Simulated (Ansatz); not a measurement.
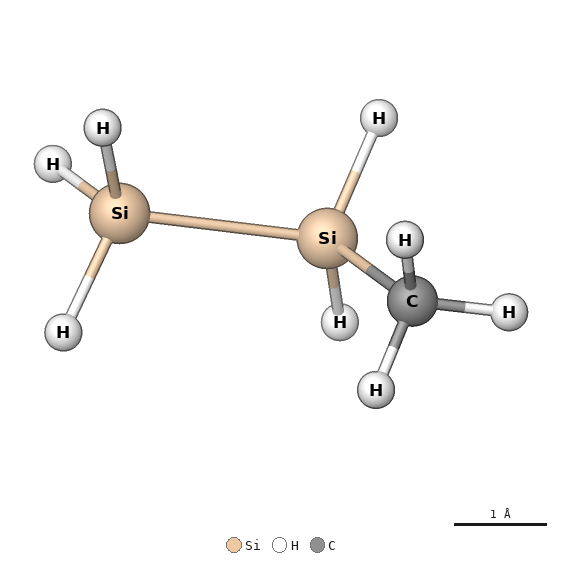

A ball-and-stick model of a molecule. Every bond is drawn as one stick, whatever its order.

Computed geometry: PBE0-D4/def2-TZVP optimisation.

> Give the formula.

CH₈Si₂, 11 atoms: 1 carbon, 8 hydrogen and 2 silicon.

> Which point group does it belong to?

Cs.

> Count the bonded pairs by element.

5 Si–H, 3 C–H, 1 Si–Si, 1 C–Si. Sticks follow a distance rule.

> How many sets of symmetry-equivalent atoms are there?

8: 1 Si, 1 Si, 2 H, 1 C, 1 H, 2 H, 2 H, 1 H.

The parts below concern this one geometry. Atoms keep their numbers from picture to picture.

### Shape

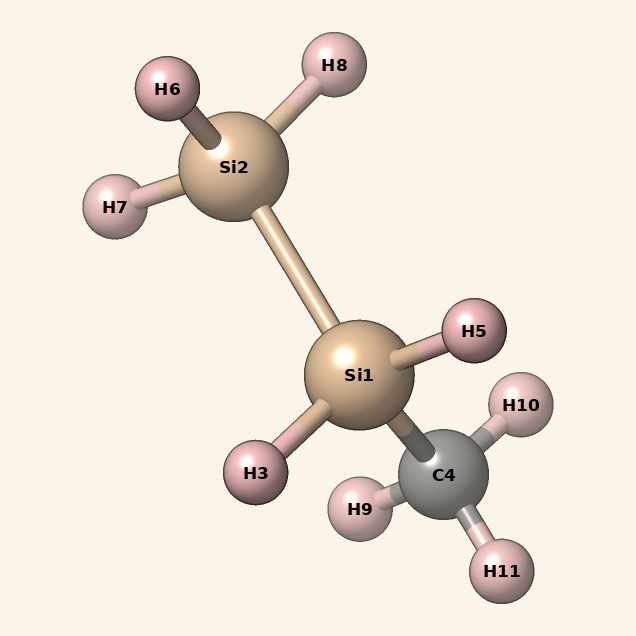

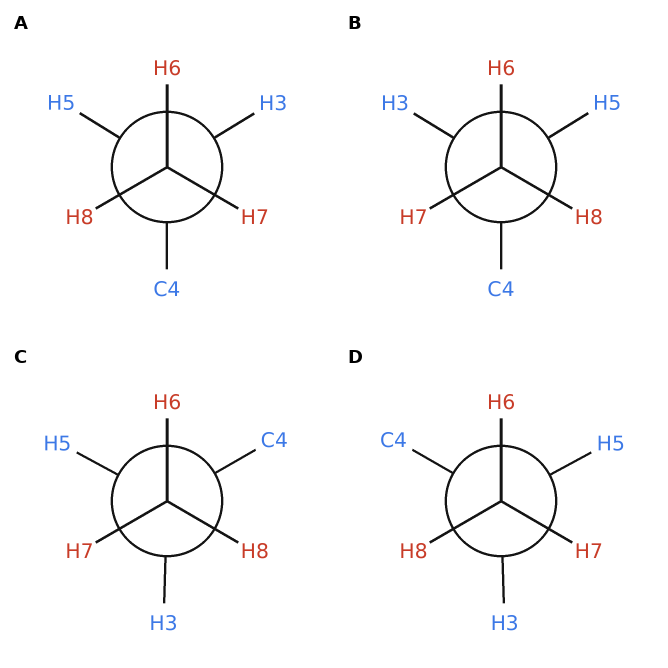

Distant atoms are faded towards the background colour. Bonds that would overlap in a projection are set slightly apart.

> Which Newman projection shows the view along Si2–Si1, with Si2 in front?

A. The torsion angle H6–Si2–Si1–C4 is 180°, antiperiplanar (anti).

### Vibrations

Harmonic vibrations computed with RKS PBE0-D4/def2-TZVP (Ansatz 0.2.0) at a stationary point of the same level.

> List the wavenumbers.

27 modes: 100, 141, 158, 350, 419, 485, 510, 665, 685, 726, 844, 887, 908, 931, 938, 947, 1276, 1452, 1452, 2199, 2202, 2209, 2217, 2222, 3054, 3140, 3141 cm⁻¹.

### Thermal motion

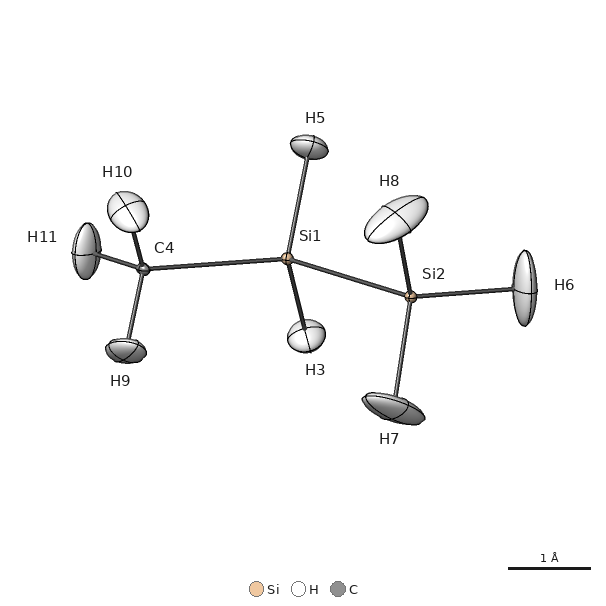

Displacement ellipsoids at the 50 % level, from the internal vibrations of the free molecule (harmonic, no overall translation or rotation; no half-axis is drawn under 0.075 Å). Vibrations computed with RKS PBE0-D4/def2-TZVP (Ansatz 0.2.0). Temperature: 100 K.

> Which atom moves most?

H6, with U_eq = 0.0448 Å².

> Does H7 move more along its bond or across it?

Across it: the root-mean-square amplitude is 0.087 Å along the bond and up to 0.299 Å across, since bending and torsion are softer than stretching.

Give the displacement parameters, one line for each set of equivalent atoms.

| atom | U_eq (Å²) | rms amplitudes (Å) |
| --- | --- | --- |
| Si1 | 0.00093 | 0.024, 0.027, 0.039 |
| Si2 | 0.00063 | 0.014, 0.020, 0.036 |
| H3, H5 | 0.0201 | 0.090, 0.153, 0.169 |
| C4 | 0.0025 | 0.034, 0.038, 0.069 |
| H6 | 0.0448 | 0.091, 0.176, 0.308 |
| H7, H8 | 0.0428 | 0.087, 0.176, 0.299 |
| H9, H10 | 0.0281 | 0.080, 0.152, 0.234 |
| H11 | 0.0281 | 0.095, 0.151, 0.229 |

### Charges

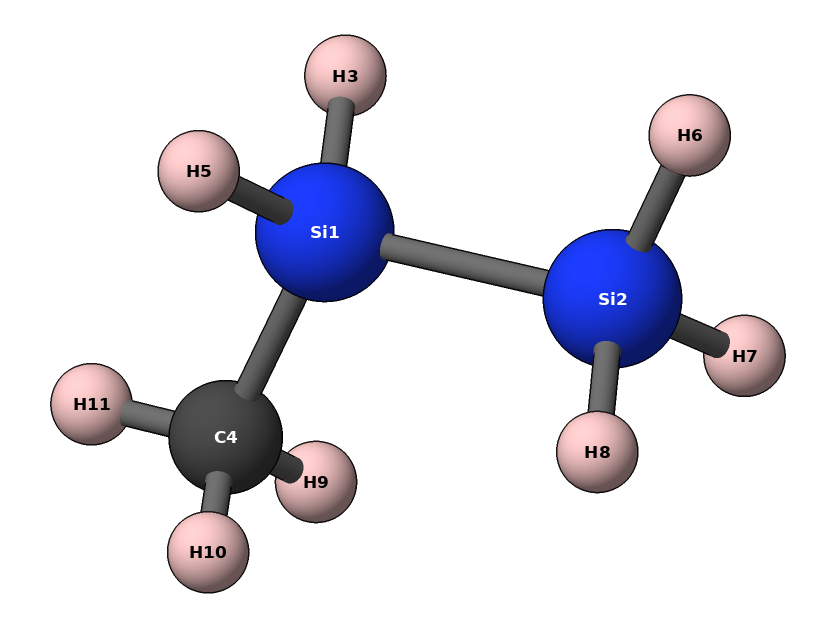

The questions are on Mulliken charges. Properties computed with RKS PBE0-D4/def2-TZVP (Ansatz 0.2.0).

> Which atom carries the highest charge (most positive or least negative)?

H9, H10, H11 (0.15 e).

> And the lowest?

C4 (−0.50 e).

List the Mulliken charges.

```tsv
atom	value (e)
Si1	0.13
Si2	0.02
H3	−0.02
C4	−0.50
H5	−0.02
H6	−0.01
H7	−0.02
H8	−0.02
H9	0.15
H10	0.15
H11	0.15
```

Mulliken values depend strongly on the basis set and can even reverse the polarity of a bond.
